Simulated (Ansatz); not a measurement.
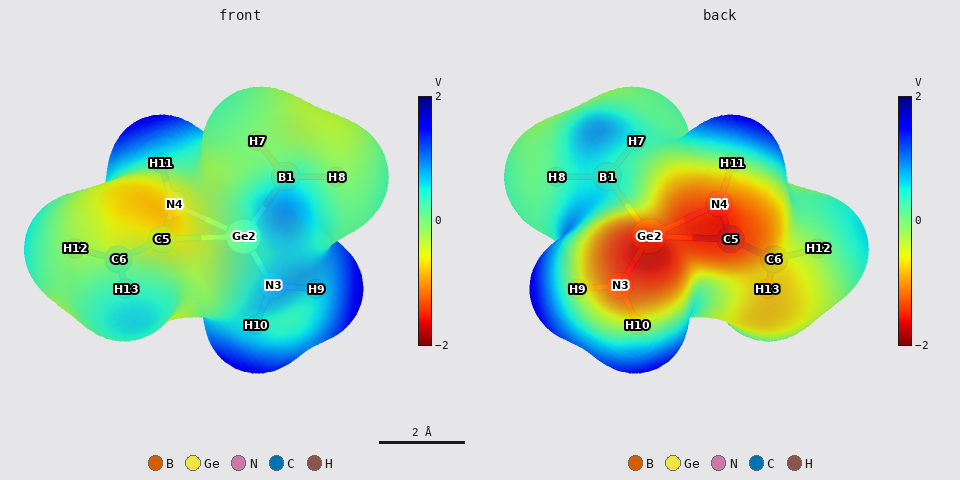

The picture shows: C$_{2}$H$_{7}$BGeN$_{2}$ (SMILES [BH2][Ge]1([NH2])[NH][C]1=C). The molecular electrostatic potential painted on the density surface at 0.002 e/bohr³, seen from the front and from behind; the colour scale runs from red (negative) to blue (positive).

These are results of Ansatz, RKS PBE-D4/def2-SVP, not measurements.

```yaml
atoms:
  - { symbol: B, position_ang: [0.0850, -2.0914, -0.9890] }
  - { symbol: Ge, position_ang: [0.4535, -0.5408, 0.2177] }
  - { symbol: N, position_ang: [1.5868, -0.5178, 1.6687] }
  - { symbol: N, position_ang: [-1.2589, 0.2759, 0.7762] }
  - { symbol: C, position_ang: [-0.5992, 1.0814, -0.1109] }
  - { symbol: C, position_ang: [-0.7200, 2.2591, -0.7523] }
  - { symbol: H, position_ang: [-0.9084, -1.9940, -1.6797] }
  - { symbol: H, position_ang: [0.8243, -3.0493, -1.0805] }
  - { symbol: H, position_ang: [2.2621, -1.2900, 1.6692] }
  - { symbol: H, position_ang: [2.0913, 0.3668, 1.7872] }
  - { symbol: H, position_ang: [-2.2116, -0.0430, 0.5407] }
  - { symbol: H, position_ang: [-1.5872, 2.9154, -0.5627] }
  - { symbol: H, position_ang: [0.0590, 2.6084, -1.4431] }
```

Describe the electrostatic potential map.

The most negative region (about −1.6 V) lies over N3 and N4, the most positive (about +1.6 V) over H9, H10 and H11.
